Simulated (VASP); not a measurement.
Band structure of PbClF (space group P2_1). Level of theory: LDA (Ceperley-Alder, Perdew-Zunger) with spin-orbit coupling, VASP's LDA PAW potentials (set 64) (plane waves; VASP).

The path is coarsely sampled, so an indirect gap can come out somewhat too large.

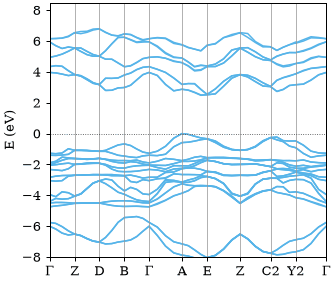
Figure: Bands along high-symmetry lines, zero at the valence-band maximum or, without a gap, the Fermi level

### Question
Read the plot: is there a gap, and where are the band edges?

### Answer
The gap is indirect, 2.48 eV, from the valence maximum at A to the conduction minimum at A-E at 0.75.

The structure comes from a computed database's PbClF entry (P2_1); how it stands against other phases isn't given here. It was relaxed first, which changed the volume by -15 %.
